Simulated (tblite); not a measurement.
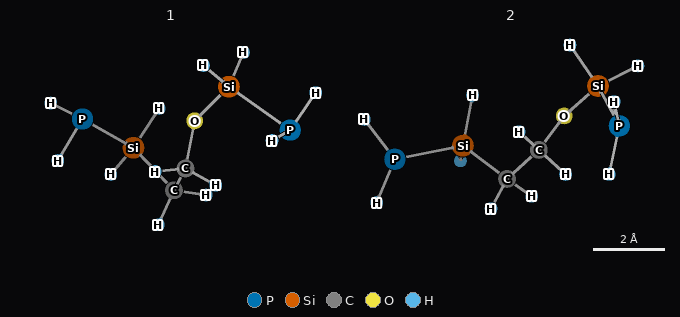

Two geometries of C$_{2}$H$_{12}$OP$_{2}$Si$_{2}$, drawn at one scale. One is the start of a relaxation, the other its converged end. The picture is a ball-and-stick view, seen at a tilt.

Computed with GFN2-xTB geometry optimisation, gas phase (tblite 0.8.0). 

> Which geometry has the lower energy?

Structure 1 is the relaxed one. The atom that moves furthest after the best rigid fit is an H atom (1.84 Å). Largest moves by element: H 1.84 Å, P 1.41 Å, O 1.09 Å, Si 0.93 Å, C 0.68 Å. Some distances before and after: O–Si 1.706 → 1.621 Å, C–Si 1.827 → 1.910 Å, P–Si 2.172 → 2.250 Å, H–P 1.454 → 1.384 Å. Bond angles that change, for instance: H–P–H 116.4° → 92.4°, Si–P–H 117.2° → 96.1°, H–P–H 112.6° → 91.9°. Groups turn about C–Si by about 60°, C–O by about 35°. The energy falls by 2.158 eV in 193 geometry steps.
